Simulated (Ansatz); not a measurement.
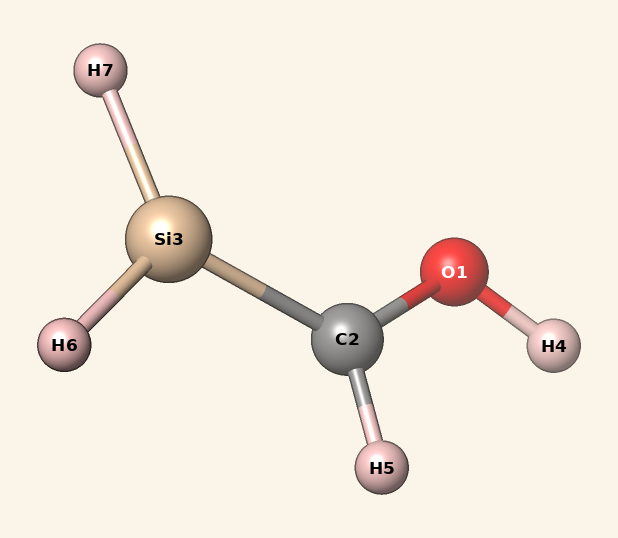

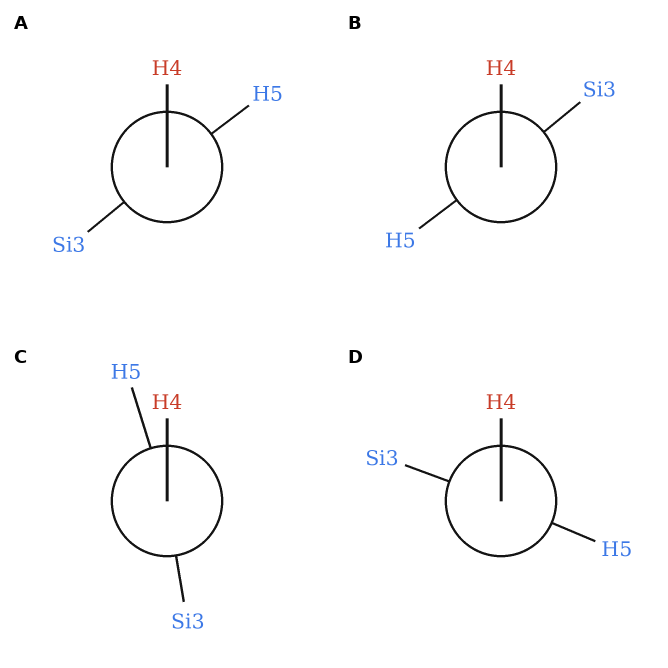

Atoms fade into the background with distance from the viewer. Bonds that would overlap in a projection are set slightly apart. The geometry was computed by an optimisation with PBE0-D4/def2-TZVP. No frequency run is at hand to confirm it as a minimum.

**Which Newman projection shows the view along O1–C2, with O1 in front?**

C. The torsion angle H4–O1–C2–Si3 is 171°, antiperiplanar (anti).
